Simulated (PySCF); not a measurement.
C$_{9}$H$_{10}$, SMILES `C=CC(=C)C=C=C=CC`.

Computed with PySCF, B3LYP/6-31G*, geometry: GFN2-xTB. No frequency check shows the geometry to be a minimum. Without diffuse functions Rydberg states are missing, so the states' numbers hold for this basis only.

Input

```python
import numpy as np
from pyscf import gto, scf, dft, tdscf
from pyscf.scf import atom_ks, atom_hf
from scipy.linalg import block_diag

def solve(mol, dm0=None, hcore=None):
    mf = (dft.UKS if mol.spin else dft.RKS)(mol, xc='b3lyp')
    mf.grids.level = 3
    mf = mf.density_fit(auxbasis='def2-universal-jkfit')
    mf.conv_tol, mf.max_cycle = 1e-8, 80
    if hcore is not None:
        mf.get_hcore = lambda *args: hcore
    mf.kernel(dm0)
    if not mf.converged:
        mf = mf.newton().run(mf.mo_coeff, mf.mo_occ, max_cycle=30)
    assert mf.converged, 'SCF not converged'
    return mf

mol = gto.M(atom='''
C      0.65815    -1.84768     0.42428
C      1.68671    -1.24904    -0.15924
C      2.01942     0.17410    -0.07121
C      3.29405     0.56507    -0.23477
C      0.99427     1.16854     0.18144
C     -0.31044     0.97047     0.12643
C     -1.55944     0.85854     0.07994
C     -2.85810     0.66513     0.01871
C     -3.48542    -0.65540    -0.28637
H      0.50172    -2.90948     0.32866
H     -0.05519    -1.31073     1.02477
H      2.39781    -1.84172    -0.72247
H      4.07987    -0.14217    -0.43824
H      3.58634     1.59900    -0.16163
H      1.35321     2.17185     0.38503
H     -3.53414     1.49279     0.19567
H     -4.13414    -0.56882    -1.15865
H     -2.72736    -1.41023    -0.48086
H     -4.10337    -0.97886     0.55252
''', basis='6-31g*', charge=0, spin=0, verbose=4)
mf = solve(mol)
td = mf.TDDFT()
td.nstates, td.singlet, td.conv_tol = 4, False, 1e-5
td.kernel()
td.analyze()
x, y = np.array([p[0] for p in td.xy]), np.array([p[1] + 0 * p[0] for p in td.xy])
f, mu = np.zeros(len(td.e)), np.zeros((len(td.e), 3))
nto = [td.get_nto(state=i + 1, verbose=4) for i in range(len(td.e))]
# spherically averaged free atoms, for the promolecule
atm = atom_ks.get_atm_nrks(mol, xc='b3lyp')
pro = block_diag(*[(atm[a[0]][2] * atm[a[0]][3]) @ atm[a[0]][2].T for a in mol._atom])
np.savez('result.npz', e=td.e, f=f, ok=td.converged, w=[n[0] for n in nto], nto=[n[1] for n in nto], x=x, y=y, c=mf.mo_coeff, occ=mf.mo_occ, eps=mf.mo_energy, pro=pro, mu=mu)
```

Command:

```sh
OMP_NUM_THREADS=1 python input.py
```

The run took 31 min on 1 thread of AMD EPYC (Zen 3), on a shared host, peak memory 1 GiB.

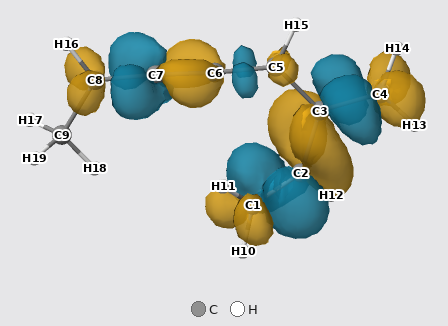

Unrelaxed difference density of T₂ less the ground state (full linear response triplet states), ±0.01 e/Å³; yellow: gain, teal: loss.

> How does the charge move on excitation?

0.29 e is displaced in all, mostly between regions of the same atoms. The state: 3.11 eV (399 nm), spin-forbidden from the singlet ground state; the leading pair carries 70 %; hole on C1 (20 %), C4 (18 %) and C2 (13 %), electron on C4 (19 %), C1 (17 %) and C2 and C3 (12 % each) (shares are of the whole state, not of the leading pair alone); their centroids lie 0.1 Å apart.
